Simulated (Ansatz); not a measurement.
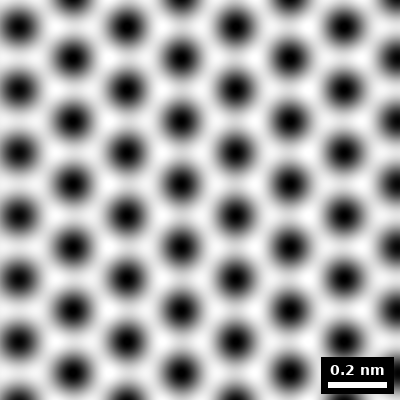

Phase-contrast TEM-like image of Fe (Im-3m, No. 229) along [111]. Simulated in the weak-phase-object approximation with neutral-atom potentials: 300 kV, Cs = 0.60 mm, defocus −412 Å (negative is underfocus), defocus spread 30 Å, aperture 0.58 1/Å. Structure: a calculation's starting geometry.

### Do the atom columns appear dark or bright, and why?

Dark. With positive Cs and underfocus sin χ is negative over the pass band, so the strongest columns (Fe) come out darker than the background.

### What point resolution do these settings give, and which lattice spacings pass?

About 1.7 Å (0.66 |Cs|^(1/4) λ^(3/4) with λ = 0.0197 Å). The spacings that carry visible contrast are {110} at 1.91 Å.
